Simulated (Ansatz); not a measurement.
# A hypothetical structure for CsAl3P, part 2 of 2

Starting from a made-up structure for CsAl3P, the aim is the relaxed cell, its shortest contacts and, where a second run follows, its electronic structure.

Ansatz 0.2.0; DFT, PBEsol, plane-wave PAW, files of the set soft_1, scalar-relativistic, no spin, cell and ions relaxed at zero pressure; PAW set soft_1 (the session's first sound run).

So far: The starting structure; Relaxing cell and atoms. The relaxed cell has a = 5.058 Å (conventional setting).

## 3. Electronic structure of the relaxed cell

A second self-consistent run takes a narrower smearing and the mesh shown in its input; the bands follow along the standard path of the relaxed lattice.

This step: DFT, PBEsol, plane-wave PAW, files of the set soft_1, scalar-relativistic, no spin, bands and density of states at the relaxed cell; PAW set soft_1 (Ansatz 0.2.0).

File input.yaml:

```yaml
crystal:
  lattice:
    - [5.0582855061, 0.0, 0.0]
    - [0.0, 5.0582855061, 0.0]
    - [0.0, 0.0, 5.0582855061]
  atoms:
    - { symbol: Cs, position: [0.0, 0.0, 0.0] }
    - { symbol: P, position: [0.5, 0.5, 0.5] }
    - { symbol: Al, position: [0.5, 0.5, 0.0] }
    - { symbol: Al, position: [0.5, 0.0, 0.5] }
    - { symbol: Al, position: [0.0, 0.5, 0.5] }
kpoints:
  mp_grid: { grid: [6, 6, 6] }
  band_path:
    path:
      - [[0.0, 0.0, 0.0], [0.0, 0.5, 0.0], [0.5, 0.5, 0.0], [0.0, 0.0, 0.0], [0.5, 0.5, 0.5], [0.0, 0.5, 0.0]]
      - [[0.5, 0.5, 0.0], [0.5, 0.5, 0.5]]
    npoints: 13
scf:
  occupations: { method: fermi_dirac, width: 0.03 }
  n_extra_bands: 9
hamiltonian:
  xc: pbesol
  pseudopotentials: { kind: paw, azcp: { folder: soft_1 }, xc_functional: pbe }
output:
  forces: true
  stress: true
  write_bands: true
  dos: { projected: true }
  write_density: true
  write_potential: true
  elf: true
  volumetric_format: npy
```

Launch:

```
> ansatz run input.yaml --threads 4 --pin off --max-ram 8192MiB --backend cpu --events-out ev --progress --plain --runs-dir out
```

Numbers of over 12 decimals in the logs are rounded to 6 here.

Output:

```text
[...]
Crystal: 5 atoms, lattice volume = 129.423 Å³
Basis set: ecut = 420 eV, 2517 PW (Γ), exchange–correlation on 72×72×72 points (8 copies of the dense FFT grid, shifted against one another)
Bands: 21, of which v1, the nominal top of the filled ones, is band 12 counted from 1 (11 counted from 0)
Symmetry: 48 space group operations
[...]
k-points: 20 of 216
[...]
SCF iter   1: F=—  HF=-7897.119948 eV  |F-HF|=—  |Δ(HF+E_count)|=         —  Δρ=1.91e-2  dr2=1.10e0  ethr=3.10e-3  ⟨swp⟩=8.6  Hψ=2953  notcnv=0
[...]
SCF iter   7: F=-7896.748561 eV  HF=-7896.748561 eV  |F-HF|=3.34e-9  |Δ(HF+E_count)|=   5.49e-8  Δρ=2.50e-6  dr2=1.42e-8  ethr=4.35e-10  ⟨swp⟩=16.1  Hψ=3354  notcnv=0
SCF 1 converged in 7 iterations: F = -7896.748561 eV  dr2 = 1.42e-8
[...]
NSCF: frozen V_eff on 80 k-points
SCF converged after 7 iterations
Free energy (F): -7896.748561 eV
[...]
Internal energy: -7896.731270 eV  (E = F + TS)
E sigma→0 (E₀):  -7896.739915 eV
Entropy (-TS):   -0.017291 eV (-3.458 meV/atom)
Fermi energy:    6.211918 eV
[...]
--- Stress (GPa, compression-positive) ---
       -0.117428      -0.000000       0.000000
        0.000000      -0.117428       0.000000
        0.000000       0.000000      -0.117428
  P = ⅓ Tr σ = -0.1174 GPa (-1.174 kbar)
--- Band table (eV; the first three rows and the last of 20) ---
  k-point 0: bands = [... 8 lower, 2.5264, 2.9625, 2.9625, 8.7034, 8.7034, 8.7034, 8.8859, 8.8859, ... 5 higher]
  k-point 1: bands = [... 8 lower, 2.9442, 3.0642, 4.0345, 7.5886, 7.7448, 7.7448, 8.7293, 8.7979, ... 5 higher]
  k-point 2: bands = [... 8 lower, 3.3119, 3.4962, 5.8055, 6.5058, 7.1908, 7.1908, 8.0117, 8.1608, ... 5 higher]
  k-point 19: bands = [... 8 lower, 5.5343, 5.5343, 5.5343, 7.5913, 7.5913, 7.5913, 9.2622, 9.2622, ... 5 higher]
```

Run time: 3.7 s. Hardware: 4 threads of Intel Xeon Platinum 8375C at 2.90GHz (Ice Lake), shared host; peak memory 0.51 GiB.

Numbers from this step:

* free energy: -7896.7486 eV
* energy at zero smearing: -7896.7399 eV
* smearing term TS: 0.01729 eV
* Fermi energy: 6.212 eV
* pressure: -0.1174 GPa

From bands.tsv, the bands that come nearest the Fermi level along the path, at its corners, in eV from the Fermi level:

```
point  band 8  band 9  band 10  band 11  band 12  band 13  band 14  band 15
    Γ   -4.51   -3.69    -3.25    -3.25     2.49     2.49     2.49     2.67
    X   -4.57   -2.74    -2.40    -0.15     0.51     0.83     0.83     1.66
    M   -4.34   -3.00    -2.17    -0.12    -0.12     1.62     1.62     2.15
    Γ   -4.51   -3.69    -3.25    -3.25     2.49     2.49     2.49     2.67
    R   -6.34   -0.68    -0.68    -0.68     1.38     1.38     1.38     3.05
    X   -4.57   -2.74    -2.40    -0.15     0.51     0.83     0.83     1.66
    M   -4.34   -3.00    -2.17    -0.12    -0.12     1.62     1.62     2.15
    R   -6.34   -0.68    -0.68    -0.68     1.38     1.38     1.38     3.05
```

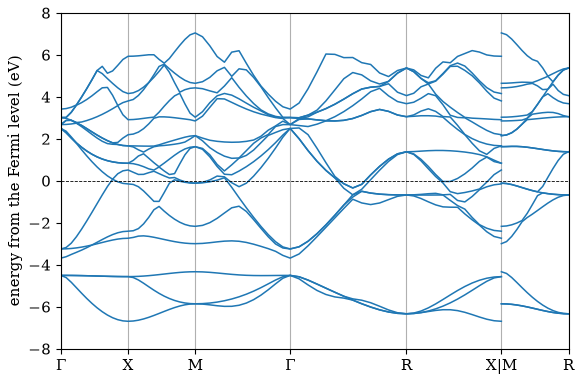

Bands along the path. 5 bands lie wholly below the window drawn.

States per cell as run, both spins, in windows of 1 eV, from dos.tsv (zero at the Fermi level):

```csv
from,to,total
-8,-7,0.00
-7,-6,1.56
-6,-5,2.92
-5,-4,1.52
-4,-3,0.10
-3,-2,1.54
-2,-1,2.45
-1,0,2.97
0,1,3.75
1,2,2.57
2,3,3.15
```

Below -8 eV lie 10.0 more states.

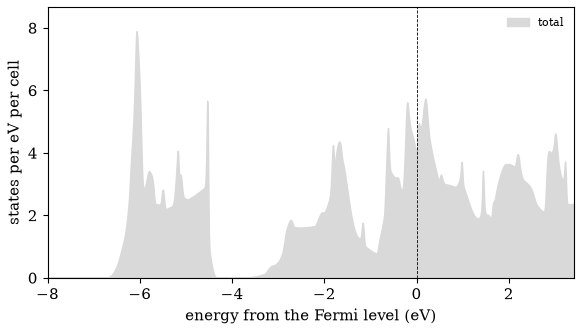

Total density of states, smoothed over about 0.04 eV.

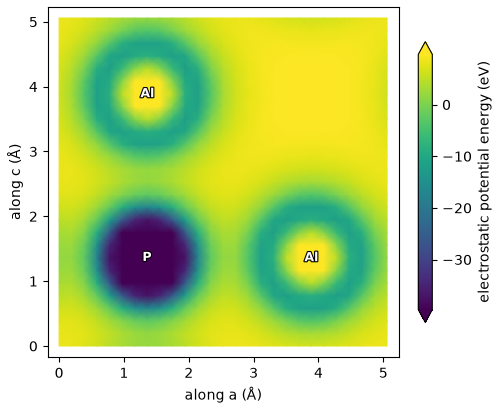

Electrostatic potential energy in the ac plane at fractional y = 0.500, with atoms of P and Al within 0.2 Å of it. With pseudopotentials it is smooth inside the atoms' cores, unlike the true potential. The map starts off the cell's origin, so that atoms lie inside it.

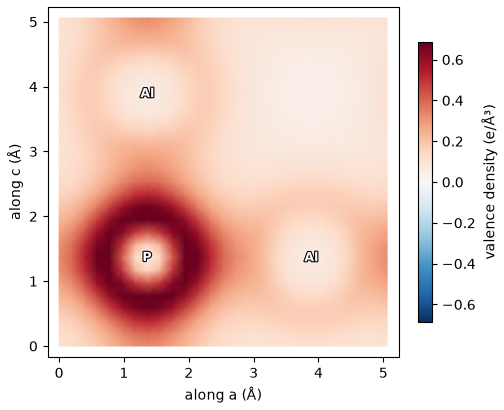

Valence density in the ac plane at fractional y = 0.500, with atoms of P and Al within 0.2 Å of it. It is the smooth field of the valence electrons, not physical close to the nuclei. The map starts off the cell's origin, so that atoms lie inside it.

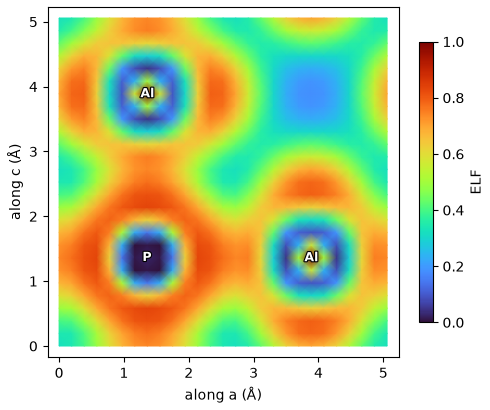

ELF in the ac plane at fractional y = 0.500, with atoms of P and Al within 0.2 Å of it. It is the smooth field of the valence electrons, not physical close to the nuclei. The map starts off the cell's origin, so that atoms lie inside it.

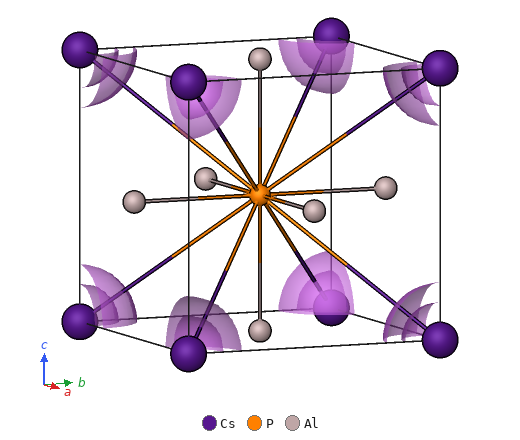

Surface of ELF = 0.85.

## 4. Outcome

```
space group, relaxed : Pm-3m
conventional cell    : a = 5.058, b = 5.058, c = 5.058 Å; α = 90.0°, β = 90.0°, γ = 90.0°
volume per atom      : 25.88 Å³ (guess 32.16)
```

**Reading.** CsAl3P relaxes to Pm-3m with a = 5.058, b = 5.058 and c = 5.058 Å. The guessed volume was 24 % too large. The space group Pm-3m was held in the relaxation, so the end point is a stationary structure within it and may be a saddle against distortions or other arrangements. Bands cross the Fermi level, so it is a metal or semimetal at this level. The electron count is odd, which forces that without spin polarisation or a larger cell. On the 6×6×6 mesh with the narrower smearing (relaxed on 5×5×5) the forces vanish, as symmetry may demand, and the largest stress component is 0.117 GPa, against the relaxation's thresholds of 0.015 eV/Å and 0.05 GPa. The cutoff wasn't tested. Spin-orbit coupling is left out, which can matter for elements this heavy. No dispersion term is used, so weakly bound directions may come out too long. Nothing here tests whether the compound is stable against decomposition.

[Logs are printed without paths, hosts, clocks, repeated set-up lines and the standing remarks that a program may print on its own settings, such as how far it seeks lower states.]

[Hosts, paths, dates, database ids (printed as entryN), source tags and the programs' standing remarks are cut or masked in the printed files.]
